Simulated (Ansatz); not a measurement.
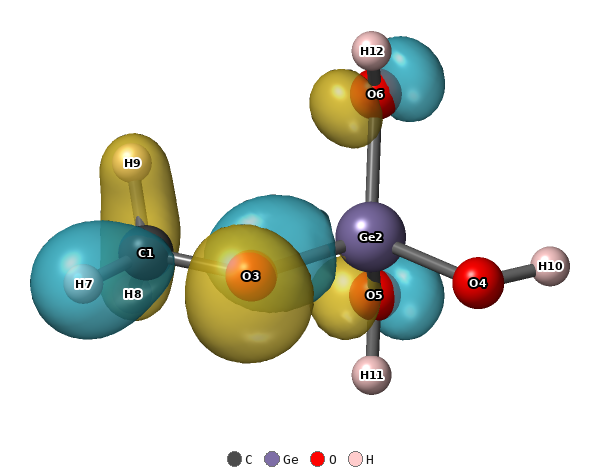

CH6GeO4 (SMILES C[O][Ge]([OH])([OH])[OH]). The HOMO−1 at ±0.15 Å⁻³ᐟ² (yellow and cyan are the two phases), seen at a tilt.

Geometry: PBE0-D4/def2-SVP.

Level of theory: isolated molecule in a Gaussian basis; Kohn-Sham density functional theory, functional PBE0 (Ansatz 0.2.0).

Input

```
crystal:
  periodic: [false, false, false]
  atoms:
    - {symbol: C, position_ang: [-0.639780, -1.334196, 1.242624]}
    - {symbol: Ge, position_ang: [0.364808, 0.530106, -0.500214]}
    - {symbol: O, position_ang: [0.514493, -0.766273, 0.674266]}
    - {symbol: O, position_ang: [2.037847, 0.877147, -0.907431]}
    - {symbol: O, position_ang: [-0.609800, 0.072802, -1.889134]}
    - {symbol: O, position_ang: [-0.500339, 1.920984, 0.136229]}
    - {symbol: H, position_ang: [-0.324873, -2.124915, 1.940306]}
    - {symbol: H, position_ang: [-1.300646, -1.788858, 0.482459]}
    - {symbol: H, position_ang: [-1.235920, -0.594466, 1.807234]}
    - {symbol: H, position_ang: [2.105609, 1.590971, -1.551436]}
    - {symbol: H, position_ang: [-0.250754, -0.702089, -2.335499]}
    - {symbol: H, position_ang: [-0.083546, 2.263787, 0.934595]}
basis:
  gaussian:
    orbitals: def2-SVPD
output:
  forces: true
  orbitals: {seedname: orbitals}
hamiltonian:
  xc: {name: PBE0}
```

Command:

```sh
ansatz run input.yaml --threads 2 --pin off --max-ram 6090MiB --events-out events.jsonl --progress --plain --runs-dir runs
```

### Describe this orbital and give its energy.

By Hirshfeld shares it lies mainly on O3 (about 45 %), C1 (about 15 %), O6 (about 10 %), O5 (about 10 %), H7 (about 10 %) and Ge2 (about 5 %). Its energy is −8.93 eV.
